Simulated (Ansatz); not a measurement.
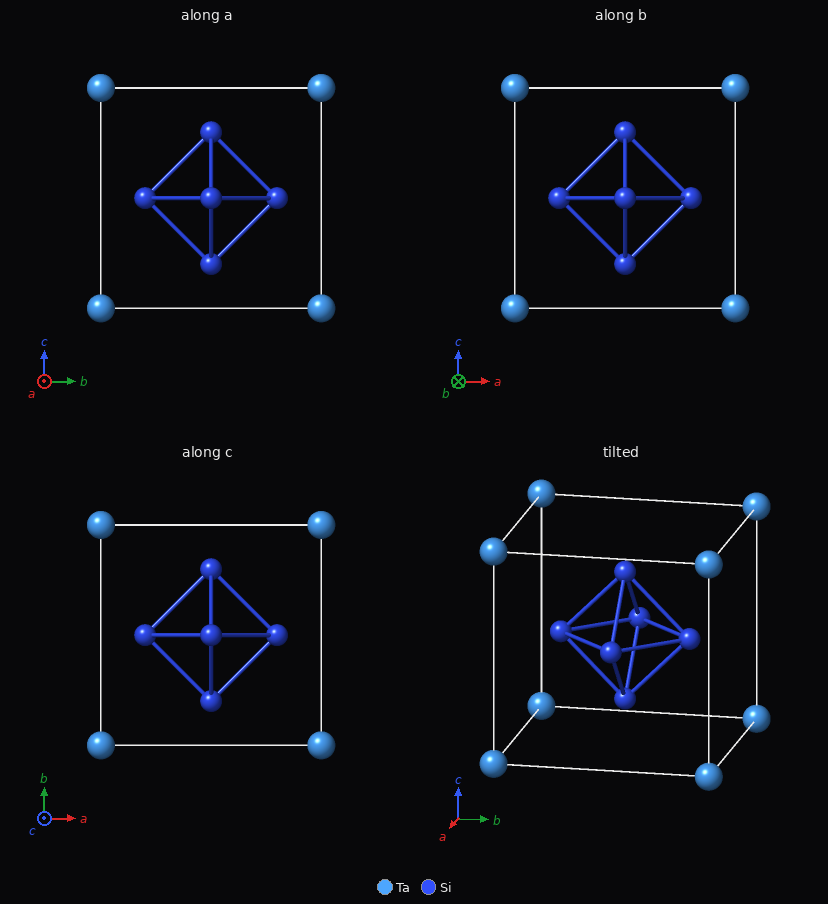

An orthographic ball-and-stick view of the structure, along the a axis, along the b axis, along the c axis and slightly off an axis. Lines trace the edges of the conventional unit cell.

Lattice parameters: a = 5.7457 Å, b = 5.7457 Å, c = 5.7457 Å, α = 90.000°, β = 90.000°, γ = 90.000°.

Question: Set out the cell and atoms as a CIF with its space group and independent sites, with free fractional coordinates to two decimals.

Answer:
```cif
data_structure
_symmetry_space_group_name_H-M 'P m -3 m'
_symmetry_Int_Tables_number 221
_cell_length_a 5.7457
_cell_length_b 5.7457
_cell_length_c 5.7457
_cell_angle_alpha 90.000
_cell_angle_beta 90.000
_cell_angle_gamma 90.000
_cell_volume 189.68
loop_
_atom_site_label
_atom_site_type_symbol
_atom_site_symmetry_multiplicity
_atom_site_Wyckoff_symbol
_atom_site_fract_x
_atom_site_fract_y
_atom_site_fract_z
_atom_site_occupancy
Ta1 Ta 1 a 0.00 0.00 0.00 1
Si1 Si 6 f 0.50 0.50 0.20 1
```

It goes back to a structure type filled with these elements by a generator (whether the compound takes this form wasn't checked). Earlier steps of the study, as a rule a relaxation of our own, may have changed the cell and positions, so they can lie some per cent off the listed ones. It was the input of a calculation with Ansatz.
